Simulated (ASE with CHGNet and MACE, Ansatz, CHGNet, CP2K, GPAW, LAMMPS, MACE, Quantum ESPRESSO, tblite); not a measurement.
# Running amorphous Ge (61 atoms) with machine-learned potentials

Wanted: machine-learned potentials inputs and outputs for amorphous Ge (61 atoms), checked against a plane-wave reference.

Calculated with ASE with CHGNet and MACE; the method is named at each step.

### Step 1. Set-up

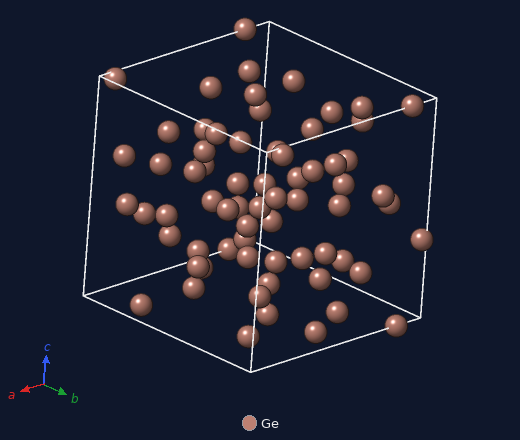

The cell as given, from a free direction (germanium pink). Some periodic images of atoms are drawn too.

The cell holds 61 atoms: 61 Ge. Its edges and angles: a = 11.207 Å, b = 11.207 Å, c = 11.207 Å, α = 90.0°, β = 90.0°, γ = 90.0°. 61 atoms (61 Ge) placed at random at 5.23 g/cm³, melted at 3500 K for 10 ps at fixed volume with the Tersoff potential (Tersoff, Phys. Rev. B 39, 5566 (1989)). Quenched from 3500 K to 300 K at 6 K/ps and fixed volume, annealed at 1300 K for 20 ps, held 5 ps.

The yardstick, on the same geometry:

```
method                 : Kohn-Sham DFT, PBE, SSSP efficiency 1.3.0 pseudopotentials, plane waves (Quantum ESPRESSO 7.5); sssp-pbe-1.3.0-efficiency, cutoffs 45/360 Ry, Γ point
r.m.s. force component : 0.4425 eV/Å
longest force          : 1.405 eV/Å
pressure               : 4.59 GPa
time                   : 3.1 min on 4 MPI ranks of Arm Neoverse V2, shared host
CPU time               : 12 min
```

### Step 2. CHGNet 0.3.0 potential

Method: machine-learned interatomic potential CHGNet 0.3.0, trained on PBE(+U) plane-wave data.

File run.py:

```python
import numpy as np
from ase.io import read
import mlip  # loads the published weights by name

atoms = read("structure.xyz")
atoms.calc = mlip.calc("chgnet-0.3.0")
energy = atoms.get_potential_energy()
forces = atoms.get_forces()
print(f"energy {energy:.6f} eV")
print("forces (eV/A)")
for i, (a, f) in enumerate(zip(atoms, forces)):
    print(f"{i:4d} {a.symbol:2s} {f[0]:10.5f} {f[1]:10.5f} {f[2]:10.5f}")
stress = -atoms.get_stress(voigt=False) * 160.21766
print("stress (GPa, compression positive)")
for row in stress:
    print(" ".join(f"{x:10.4f}" for x in row))
```

File structure.xyz:

```xyz
61
Lattice="11.20750 0.00000 0.00000 0.00000 11.20750 0.00000 0.00000 0.00000 11.20750" Properties=species:S:1:pos:R:3 pbc="T T T"
Ge 1.20514 7.66559 9.10890
Ge 0.09885 11.01731 3.94807
Ge 5.87889 10.59916 9.05454
Ge 2.84760 1.67507 9.96044
Ge 9.84400 2.49457 0.06355
Ge 6.70668 0.06993 5.61989
Ge 10.45929 7.13559 10.56273
Ge 1.03849 3.60254 4.73080
Ge 4.38437 3.65992 2.46531
Ge 4.39939 0.63434 5.20532
Ge 10.10244 11.19282 10.79383
Ge 4.63015 3.17217 5.19378
Ge 9.91315 6.05676 3.27147
Ge 7.58367 9.93702 7.45523
Ge 2.43909 4.19967 10.23514
Ge 8.45292 2.38339 4.24417
Ge 10.70675 1.51525 7.54534
Ge 8.40025 7.78507 3.98371
Ge 1.76765 0.54300 2.35951
Ge 5.34161 1.65064 9.73730
Ge 9.48636 5.51319 8.86838
Ge 5.88360 5.19994 4.05711
Ge 6.16188 7.47731 3.07691
Ge 3.71361 8.30308 3.18663
Ge 0.35965 6.24504 1.26723
Ge 2.75368 7.15599 1.24616
Ge 2.89086 10.96430 6.85171
Ge 2.34136 7.66414 5.07162
Ge 10.04506 6.81842 6.90898
Ge 1.93285 2.94645 2.52359
Ge 3.89561 9.42484 8.36528
Ge 6.86818 7.86408 0.71280
Ge 7.69709 3.75339 0.83776
Ge 1.19853 9.78426 5.64511
Ge 2.73833 9.04434 10.65217
Ge 3.87656 10.82846 3.12734
Ge 7.83886 7.77778 6.37550
Ge 4.03470 5.09011 0.59949
Ge 2.64071 3.70173 6.51638
Ge 7.59521 0.11264 3.33894
Ge 0.66068 3.88979 0.65104
Ge 5.69767 2.26492 0.86298
Ge 1.56445 11.17220 11.18071
Ge 7.03719 5.45581 8.69455
Ge 6.94585 3.01829 8.46850
Ge 11.16458 8.90951 7.48459
Ge 6.84677 2.44929 6.10954
Ge 5.67604 0.02578 1.70791
Ge 9.15899 8.91859 0.52350
Ge 8.19100 4.33103 3.04250
Ge 0.36189 5.93460 5.04954
Ge 6.38413 5.56856 10.99691
Ge 5.25867 9.52660 11.20022
Ge 3.86883 7.24105 7.06442
Ge 5.97707 6.21512 6.54518
Ge 1.92836 1.68594 7.76231
[... 1 atom lines left out ...]
Ge 2.42194 5.61810 8.27192
Ge 9.42136 9.72699 2.90667
Ge 9.73192 10.59983 8.30902
Ge 9.38404 3.00641 8.94986
```

The run is started by

```sh
> OMP_NUM_THREADS=1 python run.py > output.txt
```

The program printed:

```text
CHGNet v0.3.0 initialized with 412,525 parameters
CHGNet will run on cpu
energy -266.624023 eV
forces (eV/A)
   0 Ge    0.14362    0.01165    0.41915
   1 Ge   -0.51978   -0.04858   -0.40825
   2 Ge    0.39546   -0.10045    0.21553
   3 Ge    0.15245    0.26439    0.48518
   4 Ge   -0.07371   -0.10302    0.39643
   5 Ge    0.24355   -0.59201   -0.01513
   6 Ge   -0.24224    0.08340   -0.16561
   7 Ge   -0.19546    0.09222   -0.38096
   8 Ge   -0.18779   -0.35736    0.58413
   9 Ge   -0.06678    0.42033    0.14538
  10 Ge    0.12111   -0.18398    0.04167
  11 Ge    0.06430    0.07263   -0.05826
  12 Ge    0.39233   -0.13934   -0.42306
  13 Ge   -0.12963   -0.01703    0.07820
  14 Ge   -0.00380   -0.40941   -0.19154
  15 Ge    0.03215   -1.03767    0.17379
  16 Ge   -0.13168    0.00184    0.11108
  17 Ge    0.09511    0.46097    0.24169
  18 Ge    0.05201   -0.11600   -0.36863
  19 Ge   -0.13862    0.28189   -0.25824
  20 Ge    0.35657   -0.00626    0.23566
  21 Ge    0.27246    0.14160   -0.03387
  22 Ge   -0.41834    0.03750   -0.19911
  23 Ge    0.24196    0.07451   -0.07657
[...]
53 Ge   -0.13452    0.27800   -0.02412
  54 Ge    0.06856   -0.36361   -0.23406
  55 Ge   -0.45651    0.63280    0.12980
  56 Ge    0.04220    0.05600    0.01691
  57 Ge   -0.08129   -0.04012   -0.17730
  58 Ge    0.14454    0.07350   -0.09678
  59 Ge   -0.00035    0.54443    0.63130
  60 Ge    0.10473    0.21031   -0.13185
stress (GPa, compression positive)
    4.1371    -0.3030     0.0654
   -0.3030     4.5676    -0.5763
    0.0654    -0.5763     5.2150
```

Elapsed: 3.8 s, on 1 thread of Arm Neoverse V2, shared host; peak memory 0.61 GiB.

Banners, paths, timers and routine set-up lines are dropped from the logs unmarked, and long logs keep their key lines alone; longer cuts are marked.

Numbers from this run, and their distance from the reference:

```yaml
r_m_s_force_component: 0.31 eV/Å
r_m_s_difference_of_force_components: 274.3 meV/Å
longest_difference_of_force_vectors: 1101 meV/Å
force_difference_over_r_m_s_force: 62 %
slope_of_forces_against_the_reference_s: 0.5531
correlation_of_force_components: 0.7897
pressure: 4.64 GPa
pressure_difference: 0.0502 GPa
```

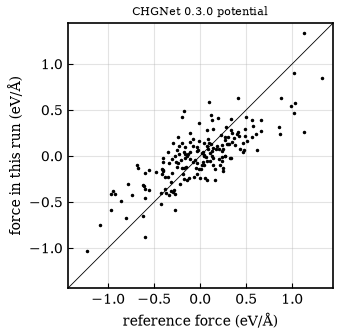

Force components against those of the reference; the line marks equality.

The surroundings of Ge35, which has 5 bonded neighbours where the commonest count for Ge is 4, nearest first, numbered as they follow in the input and with coordinates relative to it.

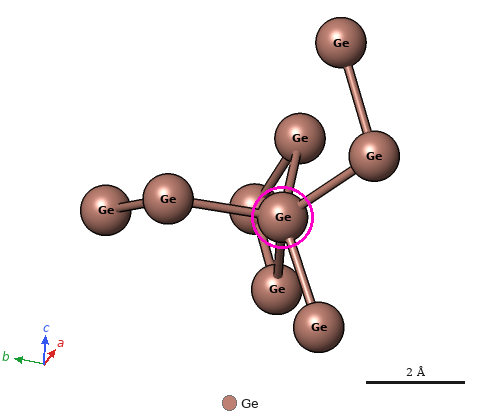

The atoms of the table, within 3.9 Å (arrows a, b, c point along x, y, z); some may hide others; the central atom is ringed.

```tsv
atom	x	y	z	distance (Å)	bonds	Fx	Fy	Fz (eV/Å)
Ge35	0.00	0.00	0.00	0.00	5	-0.05	-0.23	0.18
Ge43	-1.17	2.13	0.53	2.49	4	-0.49	-0.12	-0.16
Ge1	-1.53	-1.38	-1.54	2.58	4	0.14	0.01	0.42
Ge31	1.16	0.38	-2.29	2.59	4	-0.06	-0.67	0.11
Ge26	0.02	-1.89	1.80	2.61	4	-0.15	0.05	-0.06
Ge53	2.52	0.48	0.55	2.62	4	-0.02	-0.10	-0.02
Ge3	3.14	1.55	-1.60	3.85	4	0.40	-0.10	0.22
Ge4	0.11	3.84	-0.69	3.90	4	0.15	0.26	0.49
Ge24	0.98	-0.74	3.74	3.94	4	0.24	0.07	-0.08
```

Atoms are counted from 1 here, from 0 in the log.

Forces lie 62 % from the reference's, at 0.0048 times its CPU time (on 1 against 4 cores).

### Step 3. MACE MP-0b2 small potential

Method: machine-learned interatomic potential MACE MP-0b2 small, trained on PBE(+U) plane-wave data.

Edit run.py of step 2 so:

```diff
@@ -5,3 +5,3 @@
 atoms = read("structure.xyz")
-atoms.calc = mlip.calc("chgnet-0.3.0")
+atoms.calc = mlip.calc("mace-mp-0b2-small")
 energy = atoms.get_potential_energy()
```

structure.xyz is that of step 2.

The program printed:

```text
energy -269.063789 eV
forces (eV/A)
   0 Ge    0.08743   -0.01371    0.61096
   1 Ge   -0.62211   -0.15331   -0.56398
   2 Ge    0.33796   -0.39092    0.44558
   3 Ge    0.10963    0.89752   -0.03241
   4 Ge   -0.35978    0.12849    0.33959
   5 Ge    0.15074   -0.52602   -0.06331
   6 Ge   -0.24898   -0.00324   -0.28675
   7 Ge   -0.30513    0.08182   -0.27740
   8 Ge   -0.48032   -0.50565    0.54415
   9 Ge    0.09965    0.25504    0.25136
  10 Ge    0.35875   -0.55332   -0.16314
  11 Ge    0.10206   -0.14550   -0.13415
  12 Ge    0.53993   -0.05300   -0.53825
  13 Ge   -0.18468    0.05349    0.03037
  14 Ge    0.28555   -0.78470   -0.15300
  15 Ge    0.03130   -1.12713    0.41934
  16 Ge   -0.20434    0.08539    0.04272
  17 Ge   -0.04209    0.65627    0.35701
  18 Ge    0.04183   -0.22215   -0.32953
  19 Ge   -0.10985    0.31484   -0.09003
  20 Ge    0.26254   -0.06685    0.29221
  21 Ge    0.70093   -0.08077   -0.17351
  22 Ge   -0.63119    0.17772   -0.16928
  23 Ge    0.54287    0.17747   -0.04828
[...]
53 Ge   -0.15964    0.45077    0.18574
  54 Ge    0.20719   -0.33230   -0.12251
  55 Ge   -0.35643    0.72340    0.10074
  56 Ge   -0.17519    0.15253   -0.11861
  57 Ge   -0.00714   -0.16209   -0.48893
  58 Ge    0.13887    0.19755   -0.00436
  59 Ge    0.21396    0.66199    0.77242
  60 Ge    0.25996    0.30403   -0.18996
stress (GPa, compression positive)
    2.2937    -0.7288     0.3979
   -0.7288     2.7704    -1.0306
    0.3979    -1.0306     3.8701
```

It took 7 s on 1 thread; peak memory 0.67 GiB.

Compared with the plane-wave run:

```yaml
r_m_s_force_component: 0.3926 eV/Å
r_m_s_difference_of_force_components: 193.1 meV/Å
longest_difference_of_force_vectors: 701.6 meV/Å
force_difference_over_r_m_s_force: 43.63 %
slope_of_forces_against_the_reference_s: 0.7983
correlation_of_force_components: 0.8999
pressure: 2.978 GPa
pressure_difference: -1.612 GPa
```

Against the first run (62 %), the force difference from the reference is 44 %, at 1.9 times the CPU time.

### Step 4. MACE MPA-0 medium potential

Method: machine-learned interatomic potential MACE MPA-0 medium, trained on PBE(+U) plane-wave data.

Edit run.py of step 3 so:

```diff
@@ -5,3 +5,3 @@
 atoms = read("structure.xyz")
-atoms.calc = mlip.calc("mace-mp-0b2-small")
+atoms.calc = mlip.calc("mace-mpa-0-medium")
 energy = atoms.get_potential_energy()
```

structure.xyz is that of step 3.

The program printed:

```text
energy -268.406384 eV
forces (eV/A)
   0 Ge   -0.08070   -0.09382    0.57511
   1 Ge   -0.58703   -0.03051   -0.41087
   2 Ge    0.29541   -0.48881    0.40758
   3 Ge    0.19207    0.90248    0.13661
   4 Ge   -0.50396    0.07079    0.29201
   5 Ge    0.23073   -0.51443    0.05092
   6 Ge   -0.19467   -0.01105   -0.15808
   7 Ge   -0.10766   -0.05933   -0.17470
   8 Ge   -0.49718   -0.50224    0.51395
   9 Ge   -0.04876    0.16541    0.17696
  10 Ge    0.20793   -0.60621   -0.13491
  11 Ge    0.38687   -0.38704   -0.06748
  12 Ge    0.59556    0.01598   -0.64205
  13 Ge   -0.08603    0.11844    0.01181
  14 Ge    0.28717   -0.98517    0.12368
  15 Ge   -0.18370   -1.30658    0.26264
  16 Ge   -0.20385    0.05358   -0.16983
  17 Ge   -0.09366    0.78738    0.24404
  18 Ge    0.24736   -0.27680   -0.26885
  19 Ge   -0.38091    0.28988   -0.31425
  20 Ge    0.13929    0.06920    0.35320
  21 Ge    0.69518    0.03937   -0.18528
  22 Ge   -0.74445    0.30888   -0.41033
  23 Ge    0.66195    0.24582   -0.04594
[...]
53 Ge   -0.28495    0.48743    0.16085
  54 Ge    0.51314   -0.30860   -0.22020
  55 Ge   -0.25420    0.46670    0.17893
  56 Ge   -0.14782    0.22696   -0.15695
  57 Ge   -0.01832   -0.04690   -0.58337
  58 Ge    0.09089    0.14402   -0.11685
  59 Ge    0.32366    0.87160    0.81623
  60 Ge    0.28008    0.37697   -0.14006
stress (GPa, compression positive)
    3.2014    -0.7874     0.5518
   -0.7874     4.0505    -1.5415
    0.5518    -1.5415     5.5582
```

Wall time 7.2 s (1 thread); peak memory 0.77 GiB.

Numbers from this run, and their distance from the reference:

- r.m.s. force component: 0.4348 eV/Å
- r.m.s. difference of force components: 174.4 meV/Å
- longest difference of force vectors: 654 meV/Å
- force difference over r.m.s. force: 39.41 %
- slope of forces against the reference's: 0.905
- correlation of force components: 0.9211
- pressure: 4.27 GPa
- pressure difference: -0.3197 GPa

Against the first run (62 %), the force difference from the reference is 39 %, at 2.0 times the CPU time.

### Step 5. All runs compared

Differences are against the plane-wave reference, forces as r.m.s. over components; share is that over the reference's r.m.s. force, slope the least-squares factor from reference forces to these. Total energies of different programs have different zeros and aren't compared.

```tsv
run	Δ force, r.m.s. (meV/Å)	share (%)	slope	Δ pressure (GPa)	cores	CPU time	memory (GiB)
reference	-	-	-	-	4	12 min	4.1
CHGNet 0.3.0 potential	274	62.0	0.553	0.0502	1	3.6 s	0.61
MACE MP-0b2 small potential	193	43.6	0.798	-1.61	1	6.8 s	0.67
MACE MPA-0 medium potential	174	39.4	0.905	-0.320	1	7.2 s	0.77
```

Times of the machine-learned potentials are mostly Python's start and the loading of weights.

CPU time is summed over cores on a shared host, where runs went side by side, so it is rough. Symmetry, cutoffs, thresholds, outputs and thread counts weren't matched or tuned between programs; memory under MPI is the largest rank's times the ranks.

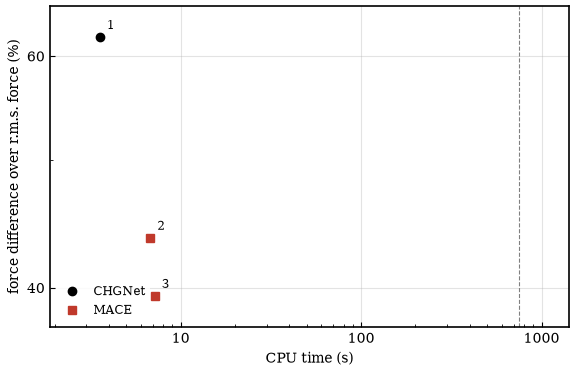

Force difference against CPU time; the dashed line marks the reference's time. Points: 1 CHGNet 0.3.0 potential; 2 MACE MP-0b2 small potential; 3 MACE MPA-0 medium potential.

### Step 6. Results

```yaml
nearest_in_forces: MACE MPA-0 medium potential, 39 %
its_cpu_time: 7.2 s
```

**Reading.** Machine-learned potentials differ by 39 % (MACE MPA-0 medium potential) to 62 % (CHGNet 0.3.0 potential); they were trained on other programs' data. Among those trained on PBE data the slope goes as low as 0.55, with a correlation of 0.79, so directions differ as well as sizes. The reference's pressure holds the uncorrected Pulay stress of its 45 Ry basis, so small pressure differences, and their order, may be the reference's own error. Machine-learned potentials mimic data converged in k, so the reference's own k-point error enters their differences. The quench rate of 6 K/ps is many orders above laboratory rates, so the cell is likely richer in defects and strain than a real sample. The network of bonds at the start is that of the classical potential that made the cell, and needn't be the one that DFT or experiment would give. The reference's stress is far from hydrostatic: its diagonal is 3.2, 3.7, 6.8 GPa, compression counted positive. The electronic-structure runs sample only Γ, in a cell whose shortest periodic width is 11 Å, which is coarse for a cell with partly filled levels.

[Also dropped from logs without a mark: logging warnings of Python, and SIESTA's first energy breakdown and zero terms.]

[Logs are printed without paths, hosts, clocks, repeated set-up lines and the standing remarks that a program may print on its own settings, such as how far it seeks lower states.]

[Hosts, paths, dates, database ids (printed as entryN), source tags and the programs' standing remarks are cut or masked in the printed files.]
